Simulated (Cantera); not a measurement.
Charge: 1 mol SiO₂, a varied amount of HF, 3.9 mol N₂, held at 1252 °C and 750 Torr.

Cantera equilibrium calculation (NASA polynomials, part measured and part estimated; ideal gas, pure solids and liquids). Candidate condensed phases: H₂O, Si, SiO₂, Si₂N₂O, Si₃N₄; 58 gas species. The tables hold silica as quartz up to 1696 K and as liquid above; real silica turns to tridymite and cristobalite and melts near 1996 K. Gases not in the tables: Si(OH)₄. Kinetics and transport are ignored.

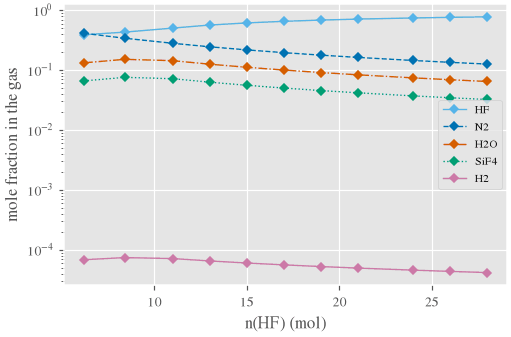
*Equilibrium gas composition (values under 1e-9 drawn at 1e-9)*

From 6.2 mol HF to 8.4 mol HF the condensed part is SiO₂(β-quartz). From 11 mol HF to 28 mol HF nothing is condensed.
